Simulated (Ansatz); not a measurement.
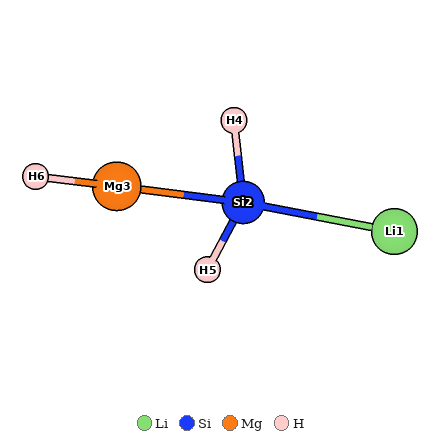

The system is H₃LiMgSi (SMILES [Li][SiH2][MgH]) with the probe H2; the picture shows it without the atoms that are moved over the map. 
- The probe is moved over a plane parallel to the molecule's main plane, 2.87 Å above it.
- The first coordinate is: x of the probe's H atom; the second: y of the probe's H atom.
- Nothing is relaxed (molecule and probe rigid, the probe upright with H nearest the plane).
- The scan uses a 17 × 11 grid.
- All energies are given in cm⁻¹ relative to the lowest grid point.
- All numbers below come from Ansatz 0.2.0, RKS PBE0-D4/def2-SVPD.

Range: x of the probe's H atom from −5.20 to 5.20 Å; y of the probe's H atom from −3.25 to 3.25 Å.

**Predict the map.**

The lowest grid point is at x of the probe's H atom = 0.00 Å, y of the probe's H atom = −0.65 Å. The highest grid point, x of the probe's H atom = 0.00 Å, y of the probe's H atom = 1.95 Å, lies 641 cm⁻¹ above the lowest.

```tsv
y of the probe's H atom ↓, x of the probe's H atom →	−5.20	−3.90	−2.60	−1.30	0.00	1.30	2.60	3.90	5.20
3.25	455	422	337	242	249	253	346	425	459
2.60	440	396	291	250	376	234	296	405	452
1.95	419	367	262	299	641	233	252	388	445
1.30	390	339	259	273	633	182	234	382	440
0.65	353	309	289	177	333	104	263	391	439
0.00	312	269	328	127	65	78	322	409	440
−0.65	281	224	330	158	0	130	370	423	442
−1.30	274	197	292	217	93	212	386	428	446
−1.95	294	212	269	266	213	282	390	430	449
−2.60	334	265	293	312	304	340	403	436	454
−3.25	379	331	343	364	369	390	423	445	459
```

The table holds every second grid line.

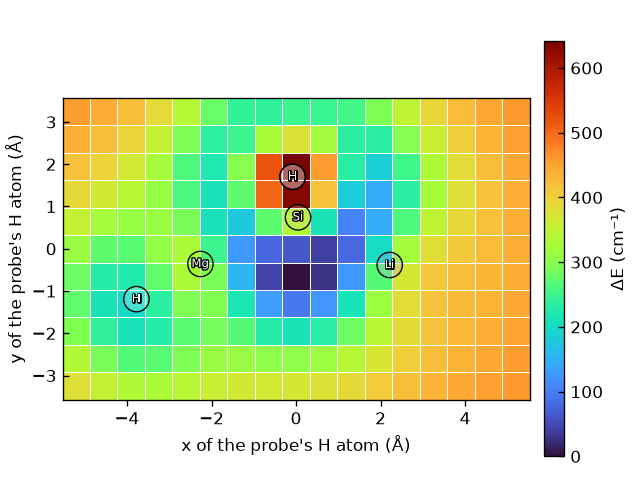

The picture shows one coloured cell a grid point, labelled circles for the molecule's atoms, projected on the plane.

Time for the 187 points that were run: 13 min on 1 thread of AMD EPYC 7R43 64-Core Processor (Zen 3), with other jobs on the host.
